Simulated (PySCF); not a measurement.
## What a change does: NMR shielding calculation on C3H5F3NSi

System: C3H5F3NSi, charge +1, SMILES FC(F)(F)CC#[N+][SiH3].
Method of run 1: GIAO WP04/pcSseg-1 NMR shielding, non-relativistic, IEF-PCM acetonitrile (PySCF 2.14.0).

The geometry comes from this level: GFN2-xTB. Text and figures count atoms from 1; the logs count them from 0 in places.

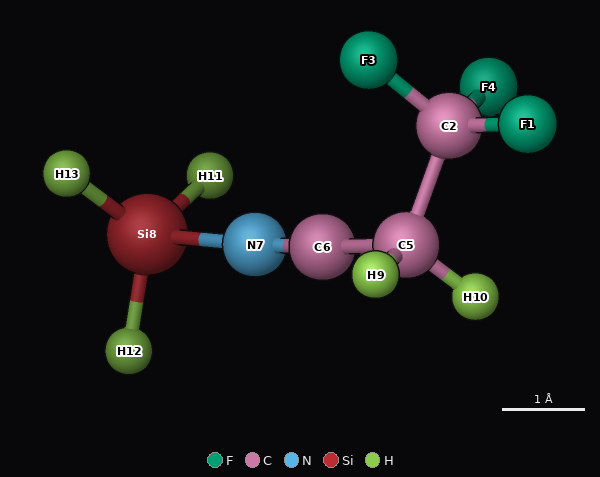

**Figure 1.** The structure as given in the input (ball-and-stick view, seen at a tilt; atoms are numbered from 1 in the order of the input). Bond lengths as drawn: C–C 1.41 to 1.56 Å, C–F 1.32 to 1.33 Å, C–H 1.10 Å, C–N 1.15 Å, H–Si 1.46 Å and N–Si 1.84 Å.

The input, run 1:
```
{"job": {"kind": "nmr", "xc": "WP04", "basis": "pcSseg-1", "pop": false, "solvent": "acetonitrile"}, "charge": 1, "multiplicity": 1}
F     -3.396950     0.015094     0.448245
C     -2.123187     0.351037     0.375898
F     -1.995205     1.367377    -0.470885
F     -1.720250     0.762587     1.573844
C     -1.275375    -0.867002    -0.098243
C      0.089529    -0.511770    -0.171945
N      1.186071    -0.175795    -0.214266
Si     2.921934     0.433290    -0.257796
H     -1.645312    -1.183050    -1.083093
H     -1.420861    -1.687323     0.617688
H      2.988188     0.977577     1.090319
H      3.579743    -0.841121    -0.508818
H      2.794123     1.361044    -1.371859
```

The first line tells a small driver script what to run in PySCF; the rest is the geometry in Å.

Launched with:
```bash
OMP_NUM_THREADS=1 python <driver script> task.json out
```

Hardware: 1 CPU thread, shared host.

Output (run 1):
```
coarse grid: 12304 points
cycle   1  E = -772.7553865012  dE =  1.399e+00  |g| = 1.330e+00  |ddm| = 3.313e+00
cycle   2  E = -772.1462916823  dE =  6.091e-01  |g| = 2.346e+00  |ddm| = 1.647e+00
cycle   3  E = -772.9847841542  dE = -8.385e-01  |g| = 4.073e-01  |ddm| = 1.181e+00
cycle   4  E = -773.0160460240  dE = -3.126e-02  |g| = 1.564e-01  |ddm| = 2.769e-01
cycle   5  E = -773.0207314910  dE = -4.685e-03  |g| = 2.979e-02  |ddm| = 7.928e-02
cycle   6  E = -773.0209239844  dE = -1.925e-04  |g| = 5.007e-03  |ddm| = 2.142e-02
cycle   7  E = -773.0209286679  dE = -4.683e-06  |g| = 1.560e-03  |ddm| = 3.652e-03
final grid: 118216 points
cycle   8  E = -773.1061118547  dE = -5.140e-05  |g| = 7.978e-03  |ddm| = 2.736e-02
cycle   9  E = -773.1061015920  dE =  1.026e-05  |g| = 1.137e-02  |ddm| = 1.079e-02
cycle  10  E = -773.1061229895  dE = -2.140e-05  |g| = 1.598e-03  |ddm| = 6.135e-03
cycle  11  E = -773.1061234192  dE = -4.296e-07  |g| = 6.509e-04  |ddm| = 1.071e-03
cycle  12  E = -773.1061234996  dE = -8.048e-08  |g| = 1.666e-04  |ddm| = 3.699e-04
cycle  13  E = -773.1061235051  dE = -5.481e-09  |g| = 3.600e-05  |ddm| = 1.060e-04
cycle  14  E = -773.1061235054  dE = -2.697e-10  |g| = 4.552e-06  |ddm| = 3.044e-05
converged SCF energy = -773.1061235054

GIAO shielding tensors (ppm)
atom      isotropic    diamagn.    paramagn.     s11        s22        s33       span
  0 F      247.207     469.108    -221.901    173.317    234.401    333.904    160.588
  1 C       40.126     245.078    -204.952     35.711     41.761     42.905      7.193
  2 F      245.947     478.814    -232.867    166.069    234.171    337.600    171.531
  3 F      245.899     478.903    -233.004    165.976    234.052    337.669    171.693
  4 C      145.213     251.755    -106.542    128.458    139.792    167.388     38.929
  5 C       45.617     272.181    -226.564    -65.914    -62.109    264.875    330.789
  6 N       64.475     339.835    -275.360    -68.041    -54.999    316.465    384.505
  7 Si     377.198     881.284    -504.085    369.561    372.390    389.645     20.084
  8 H       27.314      26.148       1.166     23.215     26.171     32.557      9.342
  9 H       27.309      26.196       1.113     23.209     26.176     32.543      9.334
 10 H       27.271      29.754      -2.483     23.708     26.500     31.604      7.896
 11 H       27.346      28.499      -1.153     23.839     26.096     32.102      8.263
 12 H       27.284      29.543      -2.258     23.744     26.402     31.706      7.962
```

For run 2 the input was changed thus:
```diff
-F     -3.396950     0.015094     0.448245
-C     -2.123187     0.351037     0.375898
-F     -1.995205     1.367377    -0.470885
-F     -1.720250     0.762587     1.573844
-C     -1.275375    -0.867002    -0.098243
-C      0.089529    -0.511770    -0.171945
-N      1.186071    -0.175795    -0.214266
-Si     2.921934     0.433290    -0.257796
-H     -1.645312    -1.183050    -1.083093
-H     -1.420861    -1.687323     0.617688
-H      2.988188     0.977577     1.090319
-H      3.579743    -0.841121    -0.508818
-H      2.794123     1.361044    -1.371859
+F     -3.023540    -0.974453     0.743153
+C     -1.653406    -1.051865     0.633038
+F     -1.443349    -0.978688    -0.646084
+F     -1.203334    -0.009715     1.309983
+C     -1.079601    -2.416763     1.164880
+C      0.282640    -2.294432     1.427965
+N      1.404102    -2.175486     1.599577
+Si     3.072254    -1.394365     1.773189
+H     -1.274603    -3.148760     0.367084
+H     -1.694272    -2.786972     1.996318
+H      2.559868    -0.058525     1.820969
+H      3.461909    -2.225329     2.844852
+H      3.542834    -1.702707     0.489451
```

What does this change do to the results?

With the same method and basis, run 2 lies 10.5 kcal/mol higher. The LUMO goes from −4.41 to −4.47 eV. Of all shieldings, the largest change is that of F1, by −31.0 ppm. The SCF takes 15 iterations against 14.

Output (run 2):
```
coarse grid: 12304 points
cycle   1  E = -772.7294407415  dE =  1.454e+00  |g| = 1.346e+00  |ddm| = 3.326e+00
cycle   2  E = -772.0725678108  dE =  6.569e-01  |g| = 2.414e+00  |ddm| = 1.723e+00
cycle   3  E = -772.9701917960  dE = -8.976e-01  |g| = 3.941e-01  |ddm| = 1.245e+00
cycle   4  E = -772.9978871212  dE = -2.770e-02  |g| = 1.717e-01  |ddm| = 2.814e-01
cycle   5  E = -773.0035647288  dE = -5.678e-03  |g| = 3.520e-02  |ddm| = 8.885e-02
cycle   6  E = -773.0038044130  dE = -2.397e-04  |g| = 8.572e-03  |ddm| = 2.323e-02
cycle   7  E = -773.0038147627  dE = -1.035e-05  |g| = 2.931e-03  |ddm| = 5.686e-03
cycle   8  E = -773.0038159513  dE = -1.189e-06  |g| = 4.717e-04  |ddm| = 1.661e-03
final grid: 118216 points
cycle   9  E = -773.0893438981  dE = -5.098e-05  |g| = 7.724e-03  |ddm| = 2.548e-02
cycle  10  E = -773.0893320516  dE =  1.185e-05  |g| = 1.172e-02  |ddm| = 1.096e-02
cycle  11  E = -773.0893541748  dE = -2.212e-05  |g| = 1.608e-03  |ddm| = 6.270e-03
cycle  12  E = -773.0893546088  dE = -4.339e-07  |g| = 6.939e-04  |ddm| = 1.137e-03
cycle  13  E = -773.0893547005  dE = -9.174e-08  |g| = 1.721e-04  |ddm| = 3.989e-04
cycle  14  E = -773.0893547064  dE = -5.894e-09  |g| = 4.294e-05  |ddm| = 1.144e-04
cycle  15  E = -773.0893547067  dE = -3.367e-10  |g| = 1.054e-05  |ddm| = 3.301e-05
converged SCF energy = -773.0893547067

GIAO shielding tensors (ppm)
atom      isotropic    diamagn.    paramagn.     s11        s22        s33       span
  0 F      216.213     473.902    -257.689    119.502    170.416    358.723    239.221
  1 C       37.360     239.688    -202.328     32.977     33.668     45.436     12.459
  2 F      237.936     482.481    -244.545    170.621    229.757    313.430    142.809
  3 F      245.640     483.618    -237.978    166.419    239.818    330.682    164.264
  4 C      145.908     254.178    -108.271    130.554    134.407    172.762     42.208
  5 C       47.042     271.064    -224.022    -65.009    -62.139    268.273    333.282
  6 N       60.327     341.761    -281.434    -68.187    -60.657    309.825    378.012
  7 Si     374.004     882.132    -508.128    352.429    370.037    399.547     47.119
  8 H       27.239      25.383       1.856     23.568     25.926     32.222      8.655
  9 H       27.081      21.041       6.041     22.871     25.843     32.531      9.660
 10 H       27.369      33.478      -6.108     23.452     27.440     31.215      7.763
 11 H       27.925      27.185       0.740     24.016     26.659     33.101      9.085
 12 H       28.276      31.929      -3.654     24.631     27.156     33.040      8.408
```

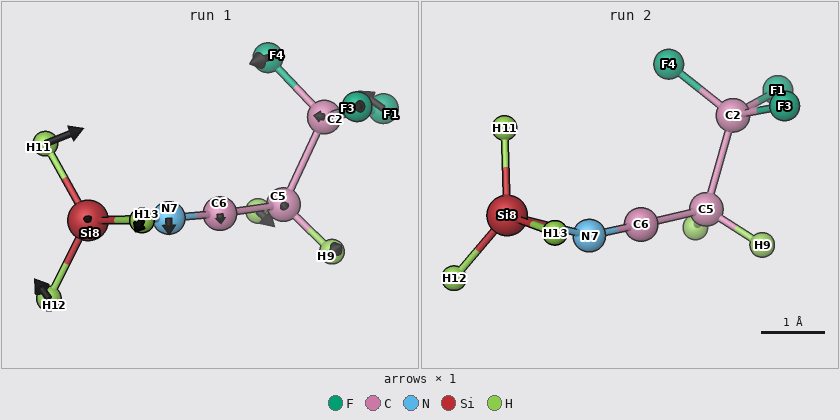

**Figure 2.** The two input geometries at one scale (ball-and-stick view, seen at a tilt). The black arrows on the first give the shifts of the atoms after the best rigid fit, at true length. The atom that moves furthest after the best rigid fit is an H atom (0.68 Å). Largest moves by element: H 0.68 Å, F 0.53 Å, N 0.29 Å, C 0.19 Å, Si 0.11 Å. Among the contacts that change: C–F 1.319 → 1.377 Å, H–Si 1.455 → 1.402 Å, C–F 1.329 → 1.298 Å, C–C 1.412 → 1.393 Å.

The two runs side by side:

```csv
quantity,run 1,run 2
outcome,converged,converged
total energy (hartree),−773.106124,−773.089355
HOMO (eV),−12.09,−12.05
LUMO (eV),−4.41,−4.47
shielding of F1 (ppm),247.2,216.2
shielding of C2 (ppm),40.1,37.4
shielding of F3 (ppm),245.9,237.9
shielding of C6 (ppm),45.6,47.0
shielding of N7 (ppm),64.5,60.3
shielding of Si8 (ppm),377.2,374.0
shielding of H13 (ppm),27.3,28.3
SCF iterations,14,15
basis functions,168,168
wall time (shared host),39 s,32 s
```
